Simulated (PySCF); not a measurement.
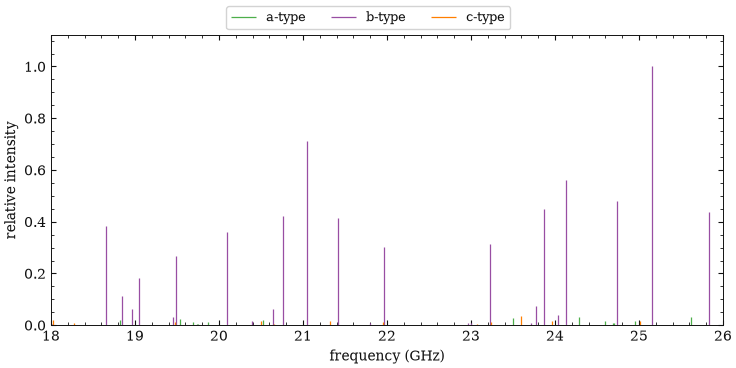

C₃H₉As, SMILES CC[AsH]C. Simulated rotational absorption lines between 18 and 26 GHz at 3 K: rigid rotor with the equilibrium constants and dipole of one optimised conformer (PBE0-D3(BJ)/def2-SVP, PySCF), commonest isotopes; no centrifugal distortion, hyperfine structure, internal rotation or nuclear-spin weights; lines within 1 MHz of each other are summed. Lines of different type are drawn apart.

**What are the rotational constants, and what kind of rotor is it?**

Rotational constants A, B, C = 9.992, 2.676, 2.251 GHz; Ray's κ = −0.89, an asymmetric top on the prolate side.

**Assign the strongest lines, as J(Ka,Kc).**

| GHz | upper | lower | type | relative intensity |
| --- | --- | --- | --- | --- |
| 25.16 | 4(1,4) | 3(0,3) | b | 1.00 |
| 21.04 | 3(1,3) | 2(0,2) | b | 0.71 |
| 24.13 | 6(0,6) | 5(1,5) | b | 0.56 |
| 24.74 | 4(2,3) | 4(1,4) | b | 0.48 |

Caveats: coarse grid, loose stop and no frequency check, small forces are noise and the end may be a saddle.
